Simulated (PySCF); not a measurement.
**As2 (SMILES [As]#[As]): levels of theory compared**

Aim: a comparison of 6 runs (HF/STO-3G, HF/def2-SVP, HF/pcseg-2, B3LYP/6-31G*, PBE0/def2-SVP, r2SCAN/def2-TZVP) of As2. Input form: a Python script.

The calculation is run with PySCF 2.14.0.

### Step 1. The system as given

As2: 2 atoms, total charge 0, spin state singlet. SMILES: `[As]#[As]`. The coordinates come from a PBE0-D4/def2-TZVP relaxation.

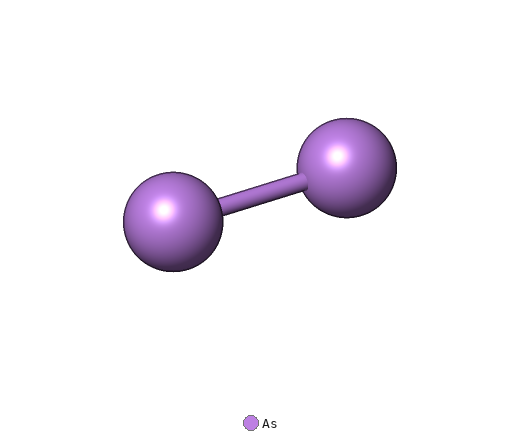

The structure, seen from a chosen angle (arsenic purple).

### Step 2. Energy and gradient at HF/STO-3G (run 1)

input.py

```python
import pyscf.grad
from pyscf import gto

molecule = gto.M(
    atom='As 0.000000 -0.000000 0.002480; As -0.000000 0.000000 2.091490',
    verbose=4,
    max_memory=1860,
    basis='sto-3g',
)

calc0 = molecule.RHF()
calc0.conv_tol = 1e-10
calc0.kernel()
if not calc0.converged:
    calc0 = calc0.newton().run(calc0.mo_coeff, calc0.mo_occ)

e_final = calc0.e_tot
print('E(%s) = %.9f' % ('HF', e_final))
grad = calc0.Gradients().kernel()
calc0.analyze()
```

Command:

```
$ OMP_NUM_THREADS=1 python input.py
```

Standard output:

```text
PySCF version 2.14.0

[INPUT] num. atoms = 2
[INPUT] num. electrons = 66
[INPUT] charge = 0
[INPUT] spin (= nelec alpha-beta = 2S) = 0
[INPUT] symmetry False subgroup None
[INPUT] Mole.unit = angstrom
[INPUT] Symbol           X                Y                Z      unit          X                Y                Z       unit  Magmom
[INPUT]  1 As     0.000000000000   0.000000000000   0.002480000000 AA    0.000000000000   0.000000000000   0.004686520789 Bohr   0.0
[INPUT]  2 As     0.000000000000   0.000000000000   2.091490000000 AA    0.000000000000   0.000000000000   3.952343292267 Bohr   0.0

nuclear repulsion = 275.859848776157
number of shells = 16
number of NR pGTOs = 108
number of NR cGTOs = 36
basis = sto-3g
ecp = {}

[... 45 lines left out ...]
Nuclear Repulsion Energy =             275.859848776157150
[... 3 lines left out ...]
DFT Exchange-Correlation Energy =     -165.233595401389721
[... 5 lines left out ...]
MO #4   energy= -54.3902316288456  occ= 2
[... 3 lines left out ...]
MO #8   energy= -49.2881481948168  occ= 2
[... 3 lines left out ...]
MO #12  energy= -7.26715378069556  occ= 2
[... 3 lines left out ...]
MO #16  energy= -5.20264898771014  occ= 2
[... 3 lines left out ...]
MO #20  energy= -1.07720341879013  occ= 2
[... 3 lines left out ...]
MO #24  energy= -1.07696978526956  occ= 2
[... 3 lines left out ...]
MO #28  energy= -1.0750563706987   occ= 2
[... 3 lines left out ...]
MO #32  energy= -0.227791054266119 occ= 2
[... 3 lines left out ...]
MO #36  energy= 0.482081088917479  occ= 0
[... 2 lines left out ...]
pop of  0 As 1s           2.00000
pop of  0 As 2s           1.99998
pop of  0 As 3s           2.00000
pop of  0 As 4s           1.84840
pop of  0 As 2px          2.00000
pop of  0 As 2py          2.00000
pop of  0 As 2pz          2.00000
pop of  0 As 3px          1.99946
pop of  0 As 3py          1.99946
pop of  0 As 3pz          1.99909
pop of  0 As 4px          1.00125
pop of  0 As 4py          1.00125
pop of  0 As 4pz          1.16116
pop of  0 As 3dxy         2.00000
pop of  0 As 3dyz         1.99930
pop of  0 As 3dz^2        1.99137
pop of  0 As 3dxz         1.99930
pop of  0 As 3dx2-y2      2.00000
pop of  1 As 1s           2.00000
pop of  1 As 2s           1.99998
pop of  1 As 3s           2.00000
pop of  1 As 4s           1.84840
pop of  1 As 2px          2.00000
pop of  1 As 2py          2.00000
pop of  1 As 2pz          2.00000
pop of  1 As 3px          1.99946
pop of  1 As 3py          1.99946
pop of  1 As 3pz          1.99909
pop of  1 As 4px          1.00125
pop of  1 As 4py          1.00125
pop of  1 As 4pz          1.16116
pop of  1 As 3dxy         2.00000
pop of  1 As 3dyz         1.99930
pop of  1 As 3dz^2        1.99137
pop of  1 As 3dxz         1.99930
pop of  1 As 3dx2-y2      2.00000
 ** Mulliken atomic charges  **
charge of    0As =     -0.00000
charge of    1As =      0.00000
Dipole moment(X, Y, Z, Debye):  0.00000, -0.00000,  0.00000
```

Wall time 2.5 s (1 thread of Arm Neoverse N1, shared host); peak memory 0.12 GiB.

### Step 3. Energy and forces at HF/def2-SVP (run 2)

run.py

```python
# As2
import pyscf.grad
from pyscf import gto

mol = gto.M(
    atom=[
    ('As', (0.000000, -0.000000, 0.002480)),
    ('As', (-0.000000, 0.000000, 2.091490)),
],
    max_memory=1860,
    verbose=3,
    spin=0,
    basis='def2-svp',
)

mf = mol.RHF()
mf.conv_tol = 1e-10
mf.kernel()
if not mf.converged:
    mf = mf.newton().run(mf.mo_coeff, mf.mo_occ)

energy = mf.e_tot
print('E = %.10f Eh' % energy)
grad = mf.Gradients().kernel()
mf.analyze()
```

Command:

```
$ OMP_NUM_THREADS=1 python run.py
```

Standard output:

```text
converged SCF energy = -4467.85007823667
E = -4467.8500782367 Eh
--------------- RHF gradients ---------------
         x                y                z
0 As    -0.0000000000    -0.0000000000    -0.0208463717
1 As     0.0000000000     0.0000000000     0.0208463717
----------------------------------------------
**** MO energy ****
MO #1   energy= -432.554513458318  occ= 2
MO #2   energy= -432.554464886395  occ= 2
MO #3   energy= -56.3022213326567  occ= 2
MO #4   energy= -56.3022081105981  occ= 2
MO #5   energy= -50.1612473899919  occ= 2
MO #6   energy= -50.1612473899917  occ= 2
MO #7   energy= -50.1612266591144  occ= 2
MO #8   energy= -50.1612266591144  occ= 2
MO #9   energy= -50.160169180684   occ= 2
MO #10  energy= -50.160046569637   occ= 2
MO #11  energy= -8.03837767133555  occ= 2
MO #12  energy= -8.03810000949707  occ= 2
MO #13  energy= -5.89385617466745  occ= 2
MO #14  energy= -5.89385617466742  occ= 2
MO #15  energy= -5.89366425069988  occ= 2
MO #16  energy= -5.89366425069984  occ= 2
MO #17  energy= -5.89241245706612  occ= 2
MO #18  energy= -5.89091828442726  occ= 2
MO #19  energy= -2.13053357065532  occ= 2
MO #20  energy= -2.12665675369597  occ= 2
MO #21  energy= -2.12665675369596  occ= 2
MO #22  energy= -2.12572691848198  occ= 2
MO #23  energy= -2.12572691848197  occ= 2
MO #24  energy= -2.12561140705916  occ= 2
MO #25  energy= -2.12561140705914  occ= 2
MO #26  energy= -2.11960980701765  occ= 2
MO #27  energy= -2.11960980701763  occ= 2
MO #28  energy= -2.11507122326837  occ= 2
MO #29  energy= -0.861230176300152 occ= 2
MO #30  energy= -0.6023242360854   occ= 2
MO #31  energy= -0.377734711192301 occ= 2
MO #32  energy= -0.340502815820627 occ= 2
MO #33  energy= -0.340502815820618 occ= 2
MO #34  energy= 0.0163365603130802 occ= 0
MO #35  energy= 0.016336560313082  occ= 0
MO #36  energy= 0.200724139231919  occ= 0
MO #37  energy= 0.296418288243645  occ= 0
MO #38  energy= 0.403409592268336  occ= 0
MO #39  energy= 0.475167735535927  occ= 0
MO #40  energy= 0.490961755985759  occ= 0
MO #41  energy= 0.490961755985769  occ= 0
MO #42  energy= 0.549463975904299  occ= 0
MO #43  energy= 0.549463975904307  occ= 0
MO #44  energy= 0.638476845082903  occ= 0
MO #45  energy= 0.638476845082918  occ= 0
MO #46  energy= 0.662453545415315  occ= 0
MO #47  energy= 0.662453545415355  occ= 0
MO #48  energy= 0.703380487368596  occ= 0
MO #49  energy= 0.703380487368613  occ= 0
MO #50  energy= 0.717687290726763  occ= 0
MO #51  energy= 0.941928590876871  occ= 0
MO #52  energy= 0.941928590876881  occ= 0
MO #53  energy= 0.945077495992612  occ= 0
MO #54  energy= 1.25506778481498   occ= 0
MO #55  energy= 3.08022685647036   occ= 0
MO #56  energy= 3.0802268564704    occ= 0
MO #57  energy= 3.14624427820642   occ= 0
MO #58  energy= 3.1462442782065    occ= 0
MO #59  energy= 3.16984949265877   occ= 0
MO #60  energy= 3.16984949265879   occ= 0
MO #61  energy= 3.22236225846419   occ= 0
MO #62  energy= 3.2223622584642    occ= 0
MO #63  energy= 3.28996082572359   occ= 0
MO #64  energy= 3.40222981476535   occ= 0
 ** Mulliken atomic charges  **
charge of    0As =     -0.00000
charge of    1As =      0.00000
Dipole moment(X, Y, Z, Debye): -0.00000,  0.00000,  0.00000
```

It took 6 s on 1 thread of Arm Neoverse N1, shared host; peak memory 0.14 GiB.

Runs 3 to 5 aren't shown in full; the table further down has their settings and results.

### Step 4. Energy and forces at r2SCAN/def2-TZVP (run 6)

job.py

```python
from pyscf import gto, dft

mol = gto.Mole()
mol.atom = '''
As     0.000000     0.000000     0.002480
As     0.000000     0.000000     2.091490
'''
mol.basis = 'def2-tzvp'
mol.verbose = 3
mol.charge = 0
mol.spin = 0
mol.max_memory = 1860
mol.build()

myscf = dft.RKS(mol, xc='r2scan')
myscf.grids.level = 5
myscf.conv_tol = 1e-10
myscf.kernel()
if not myscf.converged:
    myscf = myscf.newton().run(myscf.mo_coeff, myscf.mo_occ)

e_final = myscf.e_tot
print('Final energy', e_final)
grad = myscf.nuc_grad_method().kernel()
myscf.analyze()
```

Command:

```
$ OMP_NUM_THREADS=1 python job.py
```

Standard output:

```text
converged SCF energy = -4471.74321918539
[... 12 lines left out ...]
MO #6   energy= -47.9086899951115  occ= 2
[... 8 lines left out ...]
MO #15  energy= -4.97916891078707  occ= 2
[... 8 lines left out ...]
MO #24  energy= -1.55449646006796  occ= 2
[... 8 lines left out ...]
MO #33  energy= -0.251269816207655 occ= 2
[... 8 lines left out ...]
MO #42  energy= 0.230293033798606  occ= 0
[... 8 lines left out ...]
MO #51  energy= 0.501297623914718  occ= 0
[... 8 lines left out ...]
MO #60  energy= 1.08877096289435   occ= 0
[... 8 lines left out ...]
MO #69  energy= 1.26420703333423   occ= 0
[... 8 lines left out ...]
MO #78  energy= 1.78575872203762   occ= 0
[... 8 lines left out ...]
MO #87  energy= 3.15215376740884   occ= 0
[... 8 lines left out ...]
MO #96  energy= 6.41333795066836   occ= 0
[... 3 lines left out ...]
Dipole moment(X, Y, Z, Debye):  0.00000,  0.00000, -0.00000
```

Wall time 43 s (1 thread of Arm Neoverse N1, shared host); peak memory 0.93 GiB.

### Step 5. The series

```
run                               level  integration grid   energy (Eh)  dipole moment (D)  HOMO energy (eV)  LUMO energy (eV)  wall time
  1                           HF/STO-3G                 –  -4418.551575               0.00             -6.20              4.47      2.5 s
  2                         HF/def2-SVP                 –  -4467.850078               0.00             -9.27              0.44        6 s
  3                          HF/pcseg-2                 –  -4468.436648               0.00             -9.30              0.21       43 s
  4  B3LYP/6-31G* (spherical functions)                 5  -4471.264646               0.00             -7.23             -2.80       19 s
  5                       PBE0/def2-SVP                 5  -4470.665064               0.00             -7.43             -2.56       12 s
  6                    r2SCAN/def2-TZVP                 5  -4471.743219               0.00             -6.84             -3.34       43 s
```

### Step 6. What came out

| quantity | value |
| --- | --- |
| run 6: total energy | -4471.74322 Eh |
| run 6: dipole moment | 0.00 D |
| run 6: HOMO energy | -6.84 eV |
| run 6: LUMO energy | -3.34 eV |
| run 6: HOMO–LUMO gap | 3.49 eV |
| run 6: largest force on an atom | 0.188 eV/Å |

The HOMO–LUMO gap runs from 3.49 eV (r2SCAN/def2-TZVP) to 10.67 eV (HF/STO-3G). The two ends differ in method and basis. Totals of different functionals can't be ranked against each other. In run 1 the basis is minimal, so the values are rough. All runs together took 2.1 min, the longest 43 s.
